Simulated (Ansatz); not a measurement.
Base system: RbBr in the rock salt structure (space group Fm-3m, No. 225; a = 6.843 Å).

The change: every lattice vector is shortened by 2.50 %, atoms relaxed at fixed cell.

Level of theory: Kohn–Sham DFT with the PBEsol functional, run in Ansatz (a first-principles code) with PAW and 420 eV plane waves, no spin-orbit coupling.

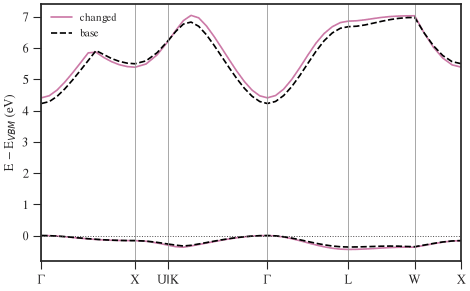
Figure. Highest valence and lowest conduction band along the path, each from its own valence-band maximum

### Question
Read the changed gap and its character from the plot.

### Answer
About 4.4 eV, direct at Γ.

The cells carry an imposed strain or load. Whether these cells are dynamically stable was not tested.
